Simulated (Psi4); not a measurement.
**CHBClN (SMILES N#CBCl) at DSD-PBEP86/6-311+G(d,p) (density fitting for correlation)**

What is the vertical ionisation energy of CHBClN at DSD-PBEP86/6-311+G** (density fitting for correlation)? 

Program for the calculation: Psi4 1.11.

3 further runs of the same task are left out: 1 that didn't finish, 2 set aside as unsound or not needed.

## (1) The molecule

The species is CHBClN (5 atoms), meant as a singlet with charge 0. As SMILES, `N#CBCl`. The shape is that of a PBE0-D4/def2-TZVP optimisation.

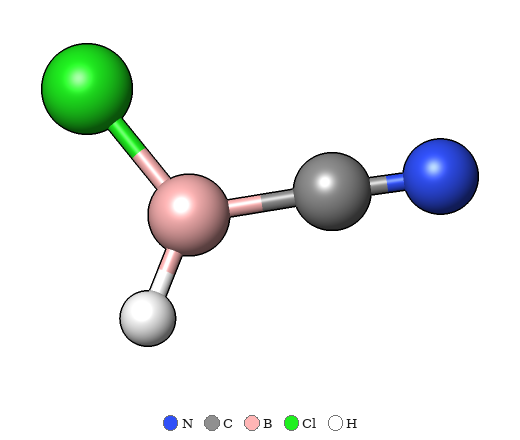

The structure, seen from a chosen angle (nitrogen blue, carbon grey, boron pink, chlorine green, hydrogen white).

## (2) A single-point energy at DSD-PBEP86/6-311+G(d,p) (density fitting for correlation)

Contents of job.in:

```
memory 1.6 GB

molecule {
  N      1.053200    -1.411100     1.218200
  C      0.513400    -0.630900     0.564200
  B     -0.176600     0.429700    -0.293300
  Cl    -1.594500     0.005200    -1.176200
  H      0.254400     1.533500    -0.354200
  units angstrom
  symmetry c1
}

set basis 6-311+G**
set puream true
set e_convergence 1e-09
set d_convergence 1e-08
set scf_type pk
set dft_radial_points 99
set dft_spherical_points 590
set num_frozen_docc 8

energy("dsd-pbep86")
```

Run with:

```
$ psi4 -i job.in -o job.out -n 1
```

job.out (excerpt; [...] marks lines left out):

```text
[...]
  Running in c1 symmetry.
[...]
  Nuclear repulsion =  106.510896882930652
[...]
  Multiplicity = 1
[...]
  Nalpha       = 18
  Nbeta        = 18
[...]
    Number of basis functions: 102
[...]
   @RKS iter   1:  -577.64710593333336   -8.88123e-01   3.47673e-03 DIIS/ADIIS
[...]
   @RKS iter  12:  -577.71165951045498   -2.70575e-11   9.79328e-09 DIIS
[...]
    Orbital Energies [Eh]
    ---------------------
    Doubly Occupied:
       1A   -103.723196     2A    -15.171622     3A    -10.906723
       4A    -10.223377     5A     -7.789302     6A     -7.786443
       7A     -7.784982     8A     -7.417009     9A     -1.146872
      10A     -1.066387    11A     -0.765334    12A     -0.604114
      13A     -0.557118    14A     -0.523959    15A     -0.492062
      16A     -0.454962    17A     -0.454448    18A     -0.439874
[...]
  @RKS Final Energy:  -577.71165951045498
   => Energetics <=
    Nuclear Repulsion Energy =            106.5108968829306519
    One-Electron Energy =               -1004.7549048602323865
    Two-Electron Energy =                 333.2869153606008581
    DFT Exchange-Correlation Energy =     -12.7545668937541858
    Empirical Dispersion Energy =           0.0000000000000000
    VV10 Nonlocal Energy =                  0.0000000000000000
    Total Energy =                       -577.7116595104550925
[...]
 Multipole Moments:
 ------------------------------------------------------------------------------------
     Multipole            Electronic (a.u.)      Nuclear  (a.u.)        Total (a.u.)
 ------------------------------------------------------------------------------------
 L = 1.  Multiply by 2.5417464519 to convert [e a0] to [Debye]
 Dipole X            :         -1.7335698            1.3957032           -0.3378666
 Dipole Y            :          0.0680325            0.7599187            0.8279512
 Dipole Z            :         -1.2774037            0.7534152           -0.5239886
 Magnitude           :                                                    1.0364463
[...]
```

It took 18 s on 1 thread of AMD EPYC 7R43 (Zen 3), shared host; peak memory 0.63 GiB.

## (3) The doublet cation, same level

Contents of job.in:

```
memory 1.6 GB

molecule {
  1 2
  N      1.053200    -1.411100     1.218200
  C      0.513400    -0.630900     0.564200
  B     -0.176600     0.429700    -0.293300
  Cl    -1.594500     0.005200    -1.176200
  H      0.254400     1.533500    -0.354200
  symmetry c1
  no_reorient
  no_com
}

set {
  basis 6-311+G**
  reference uks
  puream true
  e_convergence 1e-09
  d_convergence 1e-08
  scf_type pk
  dft_radial_points 99
  dft_spherical_points 590
  num_frozen_docc 8
  maxiter 200
}

energy('dsd-pbep86')
```

Run with:

```
$ psi4 -i job.in -o job.out -n 1
```

job.out (excerpt; [...] marks lines left out):

```text
[...]
  Running in c1 symmetry.
[...]
  Nuclear repulsion =  106.510896882930652
[...]
  Multiplicity = 2
[...]
  Nalpha       = 18
  Nbeta        = 17
[...]
    Number of basis functions: 102
[...]
   @UKS iter   1:  -577.14534090124118   -3.86358e-01   4.17606e-03 DIIS/ADIIS
[...]
   @UKS iter  23:  -577.26956971158756   -1.26192e-11   7.21388e-09 DIIS
[...]
   @S^2 Observed:                7.592897391E-01
[...]
    Orbital Energies [Eh]
    ---------------------
    Alpha Occupied:
       1A   -104.112433     2A    -15.377607     3A    -11.108623
       4A    -10.607438     5A     -8.188120     6A     -8.167930
       7A     -8.164584     8A     -7.671602     9A     -1.435966
      10A     -1.340725    11A     -1.013552    12A     -0.907033
      13A     -0.865961    14A     -0.813916    15A     -0.780210
      16A     -0.708445    17A     -0.656954    18A     -0.651973
    Alpha Virtual:
      19A     -0.262687    20A     -0.148518    21A     -0.116159
      22A     -0.096063    23A     -0.083015    24A     -0.082484
      25A     -0.061962    26A     -0.041922    27A     -0.040740
[...]
  @UKS Final Energy:  -577.26956971158756
   => Energetics <=
    Nuclear Repulsion Energy =            106.5108968829306519
    One-Electron Energy =                -994.5007026575160580
    Two-Electron Energy =                 323.3700361740179119
    DFT Exchange-Correlation Energy =     -12.6498001110201095
    Empirical Dispersion Energy =           0.0000000000000000
    VV10 Nonlocal Energy =                  0.0000000000000000
    Total Energy =                       -577.2695697115875646
[...]
 Multipole Moments:
 ------------------------------------------------------------------------------------
     Multipole            Electronic (a.u.)      Nuclear  (a.u.)        Total (a.u.)
 ------------------------------------------------------------------------------------
 L = 1.  Multiply by 2.5417464519 to convert [e a0] to [Debye]
 Dipole X            :         30.5612547          -32.6588138           -2.0975592
 Dipole Y            :         19.4754559          -18.6944936            0.7809622
 Dipole Z            :         16.8945742          -18.7149027           -1.8203285
 Magnitude           :                                                    2.8850047
[...]
```

Wall time 43 s (1 thread of AMD EPYC 7R43 (Zen 3), shared host); peak memory 0.64 GiB.

## (4) Outcome

Level: DSD-PBEP86/6-311+G** (density fitting for correlation), 8 core orbitals frozen.

| quantity | value |
| --- | --- |
| singlet CHBClN: total energy | -577.98671 Eh |
| singlet CHBClN: HOMO energy (SCF part's orbitals) | -11.97 eV |
| singlet CHBClN: LUMO energy (SCF part's orbitals) | -1.04 eV |
| singlet CHBClN: HOMO–LUMO gap (SCF part's orbitals) | 10.93 eV |
| doublet cation: total energy | -577.53400 Eh |
| doublet cation: HOMO energy (SCF part's orbitals) (highest over α and β) | -17.70 eV |
| doublet cation: LUMO energy (SCF part's orbitals) (lowest over α and β) | -12.10 eV |
| doublet cation: ⟨S²⟩ | 0.759 |
| vertical ionisation energy (to the doublet cation) | 12.319 eV |

Removing an electron at fixed nuclei costs 12.32 eV (284 kcal/mol). −ε(HOMO) before ionisation, 11.97 eV, is 0.35 eV below this ionisation energy.
